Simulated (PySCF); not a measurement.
**What a change does: NMR shielding calculation on C$_{3}$H$_{7}$FOSi**

System: C$_{3}$H$_{7}$FOSi.
Method of run A: GIAO HF/pcSseg-1 NMR shielding, non-relativistic, gas phase (PySCF 2.14.0).

The geometry comes from this level: PBE0-D3(BJ)/def2-SVP. Text and figures count atoms from 1; the logs count them from 0 in places.

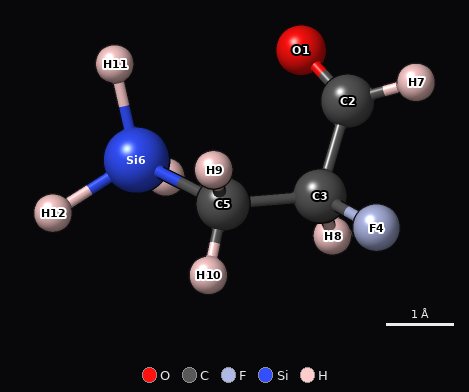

Figure 1. The structure as given in the input (ball-and-stick view, seen at a tilt; atoms are numbered from 1 in the order of the input).

### Input, run A
```
{"job": {"kind": "nmr", "xc": "HF", "basis": "pcSseg-1", "pop": false}, "charge": 0, "multiplicity": 1}
O     -0.707533     1.753739     0.754025
C     -1.487696     0.886147     0.469765
C     -1.064253    -0.536286     0.174955
F     -2.123904    -1.173508    -0.430588
C      0.187630    -0.628319    -0.666271
Si     1.735132     0.247717     0.017620
H     -2.592349     1.061094     0.422255
H     -0.900448    -1.022233     1.157901
H     -0.026218    -0.231529    -1.673345
H      0.439172    -1.693075    -0.793670
H      1.846964     1.664070    -0.423950
H      2.913959    -0.497796    -0.527806
H      1.779323     0.149371     1.507033
```

The first line tells a small driver script what to run in PySCF; the rest is the geometry in Å.

Launched with:
```bash
OMP_NUM_THREADS=1 python <driver script> task.json out
```

Hardware: 1 CPU thread, shared host.

### Output (run A)
```
final grid: 105968 points
cycle   1  E = -580.6456221737  dE =  8.403e-01  |g| = 8.845e-01  |ddm| = 2.996e+00
cycle   2  E = -580.7496278258  dE = -1.040e-01  |g| = 6.922e-01  |ddm| = 9.416e-01
cycle   3  E = -580.8330030618  dE = -8.338e-02  |g| = 8.076e-02  |ddm| = 4.453e-01
cycle   4  E = -580.8354873534  dE = -2.484e-03  |g| = 3.442e-02  |ddm| = 1.072e-01
cycle   5  E = -580.8358336103  dE = -3.463e-04  |g| = 1.026e-02  |ddm| = 4.458e-02
cycle   6  E = -580.8358923405  dE = -5.873e-05  |g| = 5.226e-03  |ddm| = 1.782e-02
cycle   7  E = -580.8359090075  dE = -1.667e-05  |g| = 1.695e-03  |ddm| = 1.151e-02
cycle   8  E = -580.8359107721  dE = -1.765e-06  |g| = 4.558e-04  |ddm| = 3.627e-03
cycle   9  E = -580.8359109021  dE = -1.300e-07  |g| = 1.091e-04  |ddm| = 9.852e-04
cycle  10  E = -580.8359109094  dE = -7.301e-09  |g| = 3.019e-05  |ddm| = 2.400e-04
cycle  11  E = -580.8359109099  dE = -4.929e-10  |g| = 9.579e-06  |ddm| = 5.858e-05
converged SCF energy = -580.8359109099

GIAO shielding tensors (ppm)
atom      isotropic    diamagn.    paramagn.     s11        s22        s33       span
  0 O     -344.311     401.754    -746.065   -940.582   -480.387    388.038   1328.620
  1 C      -17.705     248.249    -265.954   -119.167    -30.007     96.060    215.227
  2 C      105.001     246.744    -141.743     75.931    102.141    136.933     61.002
  3 F      414.700     474.203     -59.503    385.465    400.897    457.737     72.272
  4 C      180.537     252.738     -72.201    163.018    182.466    196.126     33.108
  5 Si     455.914     874.907    -418.994    433.429    448.189    486.123     52.694
  6 H       22.156      27.094      -4.938     20.387     21.548     24.533      4.146
  7 H       27.482      30.487      -3.004     22.597     29.560     30.289      7.692
  8 H       30.668      31.048      -0.381     26.138     29.276     36.588     10.449
  9 H       30.436      30.963      -0.526     25.129     29.119     37.061     11.931
 10 H       27.689      28.624      -0.935     24.277     26.035     32.755      8.478
 11 H       28.083      28.522      -0.439     24.498     26.218     33.534      9.037
 12 H       27.978      28.938      -0.960     25.149     26.245     32.539      7.390
```

The input of run B differs as follows (lines with − go, lines with + come):
```diff
-"xc": "HF"
+"xc": "B97-D"
```

What does this change do to the results?

The total energies belong to different methods, so their difference says nothing on which is more stable or more accurate. The HOMO goes from −11.84 to −6.42 eV. The LUMO goes from 2.91 to −2.50 eV. The dipole moment goes from 1.37 to 1.16 D. Of all shieldings, the largest change is that of F4, by −47.2 ppm. The method changes from HF to B97-D. Exact exchange removes part of the self-interaction error of semilocal functionals, which pushes filled and empty levels apart. The SCF takes 15 iterations against 11.

### Output (run B)
```
coarse grid: 11400 points
cycle   1  E = -582.6102077271  dE =  5.294e-01  |g| = 9.881e-01  |ddm| = 3.148e+00
cycle   2  E = -581.5423459554  dE =  1.068e+00  |g| = 2.435e+00  |ddm| = 3.137e+00
cycle   3  E = -582.7629105841  dE = -1.221e+00  |g| = 3.622e-01  |ddm| = 2.718e+00
cycle   4  E = -582.7871954080  dE = -2.428e-02  |g| = 1.559e-01  |ddm| = 3.983e-01
cycle   5  E = -582.7913126096  dE = -4.117e-03  |g| = 3.272e-02  |ddm| = 1.215e-01
cycle   6  E = -582.7914879215  dE = -1.753e-04  |g| = 1.408e-02  |ddm| = 3.337e-02
cycle   7  E = -582.7915315037  dE = -4.358e-05  |g| = 3.036e-03  |ddm| = 1.398e-02
cycle   8  E = -582.7915336308  dE = -2.127e-06  |g| = 8.440e-04  |ddm| = 3.780e-03
final grid: 105968 points
cycle   9  E = -582.8397324494  dE = -5.167e-05  |g| = 2.082e-02  |ddm| = 3.205e-02
cycle  10  E = -582.8395575212  dE =  1.749e-04  |g| = 3.857e-02  |ddm| = 3.722e-02
cycle  11  E = -582.8397963233  dE = -2.388e-04  |g| = 2.905e-03  |ddm| = 2.595e-02
cycle  12  E = -582.8397968903  dE = -5.670e-07  |g| = 2.182e-03  |ddm| = 3.329e-03
cycle  13  E = -582.8397977956  dE = -9.052e-07  |g| = 2.432e-04  |ddm| = 1.611e-03
cycle  14  E = -582.8397978095  dE = -1.397e-08  |g| = 4.362e-05  |ddm| = 2.109e-04
cycle  15  E = -582.8397978099  dE = -3.834e-10  |g| = 1.101e-05  |ddm| = 4.587e-05
converged SCF energy = -582.8397978099

GIAO shielding tensors (ppm)
atom      isotropic    diamagn.    paramagn.     s11        s22        s33       span
  0 O     -318.579     402.764    -721.343   -898.284   -400.785    343.331   1241.615
  1 C      -26.254     250.010    -276.265   -104.247    -43.858     69.342    173.589
  2 C       81.244     249.419    -168.174     49.816     78.712    115.205     65.389
  3 F      367.481     472.593    -105.112    330.150    345.663    426.629     96.479
  4 C      165.888     252.671     -86.782    145.847    167.516    184.302     38.456
  5 Si     419.025     879.834    -460.810    394.109    409.513    453.452     59.343
  6 H       21.210      27.261      -6.051     18.833     20.655     24.143      5.310
  7 H       26.642      30.712      -4.070     22.038     28.650     29.237      7.199
  8 H       30.301      31.154      -0.853     26.285     29.503     35.116      8.831
  9 H       30.114      30.650      -0.536     25.476     29.382     35.483     10.006
 10 H       27.296      29.107      -1.810     24.113     25.726     32.050      7.937
 11 H       27.600      28.561      -0.961     24.164     25.949     32.687      8.523
 12 H       27.584      29.480      -1.896     25.037     25.946     31.769      6.732
```

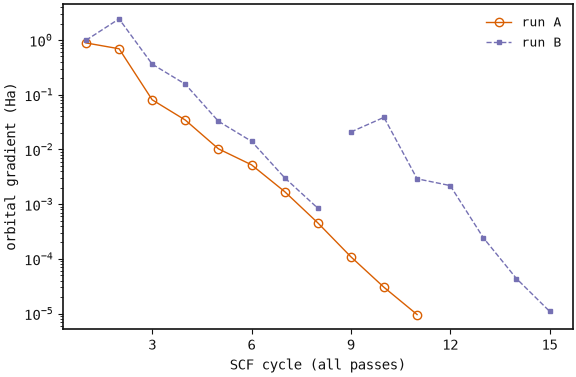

Figure 2. Convergence of the two runs: orbital gradient against the SCF cycle. A break in a curve parts two SCF passes (coarse and final grid). Run A takes 11 cycles in all, and run B takes 15.

### The two runs side by side

```csv
quantity,run A,run B
outcome,converged,converged
total energy (hartree),−580.835911,−582.839798
HOMO (eV),−11.84,−6.42
LUMO (eV),2.91,−2.50
dipole moment (D),1.37,1.16
shielding of O1 (ppm),−344.3,−318.6
shielding of C2 (ppm),−17.7,−26.3
shielding of C3 (ppm),105.0,81.2
shielding of F4 (ppm),414.7,367.5
shielding of C5 (ppm),180.5,165.9
shielding of Si6 (ppm),455.9,419.0
shielding of H7 (ppm),22.2,21.2
SCF iterations,11,15
basis functions,144,144
wall time (shared host),6.5 s,19 s
```
